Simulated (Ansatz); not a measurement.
**SiH₃O (doublet): correlated methods under varied settings at distance O1–H3 along a hydrogen transfer = 1.058 Å**

What do other methods and options give for SiH₃O (doublet) at this geometry, and how long do they take?

Method: the settings change from run to run; program: Ansatz 0.2.0, Gaussian basis.

8 further runs of the same task are left out: 1 for a mislabelled method, 7 that didn't finish.

### 1 What is computed

The geometry derives from fragments relaxed apart (PBE0/def2-TZVP) and kept rigid, so it is no stationary point. A hydrogen atom is moved between rigid fragments.

5 atoms, charge 0, spin multiplicity 2.

Atoms are counted from 1 here; the program's logs count them from 0.

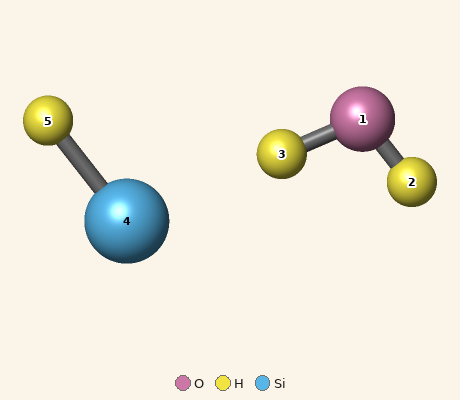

The structure; oxygen pink, hydrogen yellow, silicon blue; atoms are numbered from 1 in the order of the file.

### 2 CCSD on ROHF/cc-pVDZ

in.yaml reads:

```yaml
crystal:
  periodic: [false, false, false]
  atoms:
    - {symbol: O, position_ang: [-1.934110, 0.011831, 0.000000]}
    - {symbol: H, position_ang: [-2.183419, 0.938406, 0.000000]}
    - {symbol: H, position_ang: [-0.876110, 0.011831, 0.000000]}
    - {symbol: Si, position_ang: [1.155890, 0.011831, 0.000000]}
    - {symbol: H, position_ang: [1.552325, -1.467683, 0.000000]}
basis:
  gaussian: {orbitals: cc-pVDZ}
magnetization: {spin_polarized: false, initial_magnetization: 1}
correlation: {method: ccsd, electrons: outside_noble_gas, diis_vectors: 4}
output: {forces: true}
```

The run is started by

```bash
$ ansatz run in.yaml --threads 1 --pin off --events-out ev --progress --plain --max-ram 2393MiB
```

Standard output, shortened:

```text
Functional definition: HF
  name "HF"
  cite "Fock, Z. Phys. 61, 126 (1930) doi:10.1007/BF01340294"
  parent pbe
[...]
445 factors; integrals over basis functions are off by at most 1.5e-3 eV
[...]
mean field -9943.78300348 eV, -365.4272852396 hartree, gradient 3.0e-6 eV, S^2 0.750000; 6 other end points of the search recorded, 0 dependent functions left out
[...]
determinant -9943.78300348 eV, -365.4272852396 hartree, with singles and doubles -9952.31360252 eV, -365.7407789722 hartree
determinant -9943.70474385 eV, -365.4244092514 hartree, with singles and doubles -9952.24187760 eV, -365.7381431301 hartree
determinant -9943.78300348 eV, -365.4272852396 hartree, with singles and doubles -9952.31372679 eV, -365.7407835389 hartree
determinant -9943.70474385 eV, -365.4244092514 hartree, with singles and doubles -9952.24171322 eV, -365.7381370891 hartree
6 core orbitals not correlated: weight in the atoms' cores, before any rotation towards them, 1.000 or more for the frozen orbitals, at most 0.000 for the correlated occupied ones
reference -9943.78300348 eV, -365.4272852396 hartree; 7, 6 occupied and 34, 35 virtual orbitals, 445 factors
second order -7.59906357 eV of doubles, -0.07087913 eV of singles
cycle   1  -8.53072424 eV  change   -9.3e-7 eV  update   4.1e-6
[...]
cycle   8  -8.53072410 eV  change   -4.4e-8 eV  update   4.0e-8
[...]
Total energy: -9952.31372757 eV, -365.7407835678 hartree
Atom 0 at    -1.934110     0.011831     0.000000 Å, force     2.370126    -0.756414    -0.000000 eV/Å
Atom 1 at    -2.183419     0.938406     0.000000 Å, force     0.245902     0.429877     0.000000 eV/Å
Atom 2 at    -0.876110     0.011831     0.000000 Å, force    -3.558730     0.322380     0.000000 eV/Å
Atom 3 at     1.155890     0.011831     0.000000 Å, force     0.949436     0.026708     0.000000 eV/Å
Atom 4 at     1.552325    -1.467683     0.000000 Å, force    -0.006734    -0.022551    -0.000000 eV/Å
Dipole moment:     0.356601     0.261436    -0.000000 e Å
```

Wall time 4.2 s (1 thread of Intel Xeon 6975P-C, shared host).

From the report: correlation -8.5307 eV; T1 0.018; largest double amplitude 0.08.

### 3 MP2 on ROHF/cc-pVDZ

in.yaml: that of step 2 with these lines changed.

```diff
@@ -11,3 +11,2 @@
 magnetization: {spin_polarized: false, initial_magnetization: 1}
-correlation: {method: ccsd, electrons: outside_noble_gas, diis_vectors: 4}
-output: {forces: true}
+correlation: {method: mp2, electrons: outside_noble_gas}
```

Same command.

Standard output, shortened:

```text
Functional definition: HF
  name "HF"
  cite "Fock, Z. Phys. 61, 126 (1930) doi:10.1007/BF01340294"
  parent pbe
[...]
445 factors; integrals over basis functions are off by at most 1.5e-3 eV
[...]
mean field -9943.78300348 eV, -365.4272852396 hartree, gradient 3.0e-6 eV, S^2 0.750000; 6 other end points of the search recorded, 0 dependent functions left out
[...]
6 core orbitals not correlated: weight in the atoms' cores, before any rotation towards them, 1.000 or more for the frozen orbitals, at most 0.000 for the correlated occupied ones
reference -9943.78300348 eV, -365.4272852396 hartree; 7, 6 occupied and 34, 35 virtual orbitals, 445 factors
second order -7.59906357 eV of doubles, -0.07087913 eV of singles
Total energy: -9951.45294617 eV, -365.7091504348 hartree
```

Wall time 1.2 s (1 thread of Intel Xeon 6975P-C, shared host).

### 4 HF/cc-pVDZ

in.yaml: that of step 3 with these lines changed.

```diff
@@ -11,2 +11,3 @@
 magnetization: {spin_polarized: false, initial_magnetization: 1}
-correlation: {method: mp2, electrons: outside_noble_gas}
+hamiltonian: {xc: hf}
+output: {forces: true, orbitals: {seedname: orbitals}}
```

Same command.

Standard output, shortened:

```text
Functional definition: HF
  name "HF"
  cite "Fock, Z. Phys. 61, 126 (1930) doi:10.1007/BF01340294"
  parent pbe
[...]
445 factors; integrals over basis functions are off by at most 1.5e-3 eV
[...]
mean field -9943.78300348 eV, -365.4272852396 hartree, gradient 2.2e-6 eV, S^2 0.750000; 3 other end points of the search recorded, 0 dependent functions left out
[...]
reference -9943.78300348 eV, -365.4272852396 hartree; 13, 12 occupied and 34, 35 virtual orbitals, 445 factors
Total energy: -9943.78300348 eV, -365.4272852396 hartree
Atom 0 at    -1.934110     0.011831     0.000000 Å, force     3.161341     0.386217    -0.000000 eV/Å
Atom 1 at    -2.183419     0.938406     0.000000 Å, force     0.365228    -0.616273     0.000000 eV/Å
Atom 2 at    -0.876110     0.011831     0.000000 Å, force    -4.802088     0.266968    -0.000000 eV/Å
Atom 3 at     1.155890     0.011831     0.000000 Å, force     1.306618    -0.194279     0.000000 eV/Å
Atom 4 at     1.552325    -1.467683     0.000000 Å, force    -0.031100     0.157367    -0.000000 eV/Å
Dipole moment:     0.412110     0.259242    -0.000000 e Å
```

Run time: 0.51 s. Hardware: 1 thread of Intel Xeon 6975P-C, shared host.

### 5 MP2 on ROHF/STO-3G

in.yaml: that of step 4 with these lines changed.

```diff
@@ -9,5 +9,5 @@
 basis:
-  gaussian: {orbitals: cc-pVDZ}
+  gaussian: {orbitals: STO-3G}
 magnetization: {spin_polarized: false, initial_magnetization: 1}
-hamiltonian: {xc: hf}
-output: {forces: true, orbitals: {seedname: orbitals}}
+correlation: {method: mp2, electrons: all}
+scf: {lower_state_search: off}
```

Launched as before.

Standard output:

```text
Functional definition: HF
  name "HF"
  cite "Fock, Z. Phys. 61, 126 (1930) doi:10.1007/BF01340294"
  parent pbe
  exchange = exact_x
  correlation = 0
these checks for a lower state are left out or cut short: stability, starts, cluster_reference, orbital_swaps, neighbouring_geometries, increment
196 factors; integrals over basis functions are off by at most 2.8e-5 eV
mean field evaluation 1: about -9821.5422 eV, gradient 2.2e1 eV
mean field evaluation 2: about -9821.5881 eV, gradient 2.2e1 eV
mean field evaluation 4: about -9823.6922 eV, gradient 7.7e-1 eV
mean field evaluation 8: about -9823.6967 eV, gradient 3.4e-4 eV
mean field -9823.69671005 eV, -361.0141953535 hartree, gradient 8.3e-7 eV, S^2 0.750000; 0 other end points of the search recorded, 0 dependent functions left out
reference -9823.69671005 eV, -361.0141953535 hartree; 13, 12 occupied and 4, 5 virtual orbitals, 196 factors
second order -1.73291545 eV of doubles, -0.01940267 eV of singles
Total energy: -9825.44902817 eV, -361.0785918567 hartree
Checks for a lower state left out: stability, starts, cluster_reference, orbital_swaps, neighbouring_geometries, increment
```

Run time: 0.06 s. Hardware: 1 thread of Intel Xeon 6975P-C, shared host.

### 6 All runs side by side

Where basis and cores are those of an earlier UCCSDT(Q)/cc-pVDZ run (-9952.5205 eV), and the state is the same kind, the miss against it is given.

| level | correlated | functions | energy (eV) | from UCCSDT(Q) (meV) | time |
| --- | --- | --- | --- | --- | --- |
| CCSD on ROHF/cc-pVDZ | outside noble gas | 47 | -9952.3137 | 206.7 | 4.2 s |
| MP2 on ROHF/cc-pVDZ | outside noble gas | 47 | -9951.4529 | 1067.5 | 1.2 s |
| HF/cc-pVDZ |  | 47 | -9943.7830 | 8737.5 | 0.51 s |
| MP2 on ROHF/STO-3G | all | 17 | -9825.4490 |  | 0.06 s |

### 7 What came out

```
quantity                        value
    runs                            4
quickest   MP2 on ROHF/STO-3G, 0.06 s
 slowest  CCSD on ROHF/cc-pVDZ, 4.2 s
```

In words: Total energies in different bases, with other cores or another treatment of relativity can't be set against each other. CCSD on ROHF/cc-pVDZ took 70 times as long as MP2 on ROHF/STO-3G; the jobs differ in more than the method. Among the correlated runs with a miss given, it spans +207 to +1068 meV. Hartree-Fock, CASSCF and CASCI lack dynamic correlation by design.
